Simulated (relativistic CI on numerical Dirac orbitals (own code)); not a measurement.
**W³⁺: 4d photoemission multiplets**

Aim: the 4d photoemission spectrum of W³⁺ in 3 surroundings, from the same atomic integrals.

Method: Dirac-Coulomb-Breit CI, KLI orbitals optimised for each configuration, model QED (radiative potential, 1s self-energy scaled to tabulated hydrogen-like ionisation energies), valence Slater integrals scaled by 0.8, multiplet model of photoemission in the sudden approximation in a parametric crystal field. Code: relativistic CI on numerical Dirac orbitals (own code) version 1.

**1. The system**

```
ion            : W³⁺ (W IV)
nuclear charge : 74
electrons      : 71
configurations : [Xe] 4f14 5d3 → [Kr] 4d9 4f14 5s2 5p6 5d3
temperature    : 300 K
widths         : Lorentz 3.5 eV, Gauss 0.6 eV
surrounding 1  : D4h, 10Dq = 24300, Ds = 1200, Dt = 10 cm⁻¹
surrounding 2  : D4h, 10Dq = 24300, Ds = 2100, Dt = 10 cm⁻¹
surrounding 3  : D4h, 10Dq = 24300, Ds = 3000, Dt = 10 cm⁻¹
```

**2. Surrounding 1: D4h, 10Dq = 24300, Ds = 1200, Dt = 10**

Settings, as recorded:

```ini
atom W  Z=74  charge=3  electrons=71
nucleus A=184  rms_radius_fm=5.3658
hamiltonian dirac-coulomb  breit=on  qed=on  c_scale=1
orbitals kli  potential=per-configuration
slater_scale 0.8
correlation none
mixing on
configurations
  [Xe] 4f14 5d3
  [Kr] 4d9 4f14 5s2 5p6 5d3
end
photoemission 4d T=300 lorentz=3.5 gauss=0.6
crystal_field D4h 10Dq=24300 Ds=1200 Dt=10
```

Results of the run (chosen fields of its result record, rounded):

```text
status: converged
curve, one point in 3 above 2 % of the maximum [energy, intensity] [eV; 1/eV]:
  - [272.8, 0.002123]
  - [274, 0.002517]
  - [275.2, 0.003036]
  - [276.4, 0.003741]
  - [277.6, 0.004733]
  - [278.8, 0.006196]
  - [280, 0.008478]
  - [281.2, 0.01232]
  - [282.4, 0.01942]
  - [283.6, 0.03407]
  - [284.8, 0.06522]
  - [286, 0.1023]
  - [287.2, 0.08369]
  - [288.4, 0.04719]
  - [289.6, 0.02794]
  - [290.8, 0.01928]
  - [292, 0.01548]
  - [293.2, 0.01397]
  - [294.4, 0.01485]
  - [295.6, 0.01968]
  - [296.8, 0.0322]
  - [298, 0.05665]
  - [299.2, 0.06671]
  - [300.4, 0.04383]
  - [301.6, 0.02527]
  - [302.8, 0.01556]
  - [304, 0.01037]
  - [305.2, 0.007207]
  - [306.4, 0.005164]
  - [307.6, 0.00388]
  - [308.8, 0.003047]
  - [310, 0.002474]
sticks, the strongest [energy, strength] [eV, share]:
  - [286, 0.04036]
  - [286.01, 0.0316]
  - [286.02, 0.0764]
  - [286.17, 0.0727]
  - [286.23, 0.05953]
  - [286.35, 0.03133]
  - [286.36, 0.0458]
  - [286.55, 0.04487]
  - [298.63, 0.06034]
  - [298.65, 0.03147]
  - [298.66, 0.04234]
  - [299, 0.04421]
  - [299.08, 0.04498]
  - [299.13, 0.05186]
centroid [eV]: 291.433
spread [eV]: 6.27154
peak [eV]: 286.4
ground_S: 1.47544
radial 4d9 5d3 [Ha, bohr]: {"<r^-3>(4d)": 117.36, "<r^1>(4d)": 0.50859, "<r^2>(4d)": 0.29936, "<r^4>(4d)": 0.14362, "zeta(4d)": 0.18358, "<r^-3>(5d)": 11.119, "<r^1>(5d)": 1.6099, "<r^2>(5d)": 2.9633, "<r^4>(5d)": 13.994, "F2(5d,5d)": 0.29688, "F4(5d,5d)": 0.19827, "F2(4d,5d)": 0.15048, "F4(4d,5d)": 0.063845, "G0(4d,5d)": 0.032338, "G2(4d,5d)": 0.038879, "G4(4d,5d)": 0.032254, "zeta(5d)": 0.014672}
```

Run time: 0.97 s. Hardware: 1 thread, shared host.

**3. Surrounding 2: D4h, 10Dq = 24300, Ds = 2100, Dt = 10**

Settings: those of step 2 with these lines changed.

```diff
@@ -12,2 +12,2 @@
 photoemission 4d T=300 lorentz=3.5 gauss=0.6
-crystal_field D4h 10Dq=24300 Ds=1200 Dt=10
+crystal_field D4h 10Dq=24300 Ds=2100 Dt=10
```

Result record:

```text
status: converged
curve, one point in 4 above 2 % of the maximum [energy, intensity] [eV; 1/eV]:
  - [272.8, 0.002124]
  - [274.4, 0.002675]
  - [276, 0.003482]
  - [277.6, 0.004736]
  - [279.2, 0.006846]
  - [280.8, 0.0108]
  - [282.4, 0.01945]
  - [284, 0.04221]
  - [285.6, 0.09339]
  - [287.2, 0.0836]
  - [288.8, 0.039]
  - [290.4, 0.0214]
  - [292, 0.01541]
  - [293.6, 0.01393]
  - [295.2, 0.01747]
  - [296.8, 0.03217]
  - [298.4, 0.06423]
  - [300, 0.05237]
  - [301.6, 0.0253]
  - [303.2, 0.01348]
  - [304.8, 0.008089]
  - [306.4, 0.005158]
  - [308, 0.003563]
  - [309.6, 0.002643]
sticks, the strongest [energy, strength] [eV, share]:
  - [286.02, 0.0491]
  - [286.16, 0.0599]
  - [286.34, 0.04442]
  - [286.54, 0.04426]
  - [298.63, 0.05026]
  - [298.66, 0.04449]
  - [298.97, 0.05781]
  - [299.14, 0.05206]
centroid [eV]: 291.431
spread [eV]: 6.27374
peak [eV]: 286.4
ground_S: 1.46929
```

It took 0.97 s on 1 thread, shared host.

**4. Surrounding 3: D4h, 10Dq = 24300, Ds = 3000, Dt = 10**

Settings: those of step 3 with these lines changed.

```diff
@@ -12,2 +12,2 @@
 photoemission 4d T=300 lorentz=3.5 gauss=0.6
-crystal_field D4h 10Dq=24300 Ds=2100 Dt=10
+crystal_field D4h 10Dq=24300 Ds=3000 Dt=10
```

Result record:

```text
status: converged
curve, one point in 4 above 2 % of the maximum [energy, intensity] [eV; 1/eV]:
  - [272.8, 0.002126]
  - [274.4, 0.002677]
  - [276, 0.003486]
  - [277.6, 0.004742]
  - [279.2, 0.006856]
  - [280.8, 0.01082]
  - [282.4, 0.0195]
  - [284, 0.04234]
  - [285.6, 0.09349]
  - [287.2, 0.08349]
  - [288.8, 0.03897]
  - [290.4, 0.02138]
  - [292, 0.01535]
  - [293.6, 0.01394]
  - [295.2, 0.01748]
  - [296.8, 0.03214]
  - [298.4, 0.06407]
  - [300, 0.05247]
  - [301.6, 0.02538]
  - [303.2, 0.01351]
  - [304.8, 0.008077]
  - [306.4, 0.005166]
  - [308, 0.00357]
  - [309.6, 0.002646]
sticks, the strongest [energy, strength] [eV, share]:
  - [285.96, 0.02962]
  - [286.02, 0.06026]
  - [286.15, 0.05948]
  - [286.22, 0.03489]
  - [286.32, 0.04824]
  - [298.63, 0.04877]
  - [299.09, 0.02975]
  - [299.14, 0.04975]
centroid [eV]: 291.427
spread [eV]: 6.27811
peak [eV]: 286.4
ground_S: 1.45385
```

Run time: 0.96 s. Hardware: 1 thread, shared host.

**5. Comparison**

| surrounding | ground S | centroid (eV) | spread (eV) | up to four highest peaks (% of the highest), eV |
| --- | --- | --- | --- | --- |
| 1: D4h | 1.48 | 291.43 | 6.27 | 286.4 (100), 298.8 (66) |
| 2: D4h | 1.47 | 291.43 | 6.27 | 286.4 (100), 298.8 (66) |
| 3: D4h | 1.45 | 291.43 | 6.28 | 286.4 (100), 298.8 (66) |

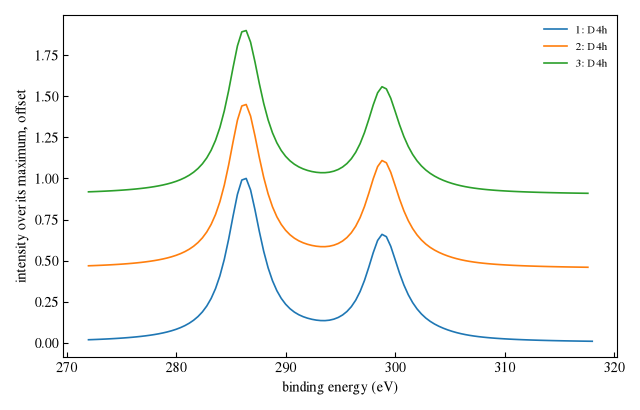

The spectra, each scaled to its maximum and offset.

**6. Outcome**

```
                           quantity         value
            highest peak, first run      286.4 eV
ground spin (effective S from ⟨S²⟩)  1.45 to 1.48
```

In words: The highest peak stays in place, within the step of the energy grid, in all surroundings. Energies are those of the free ion without screening by ligands; binding energies in solids differ by tens of eV.
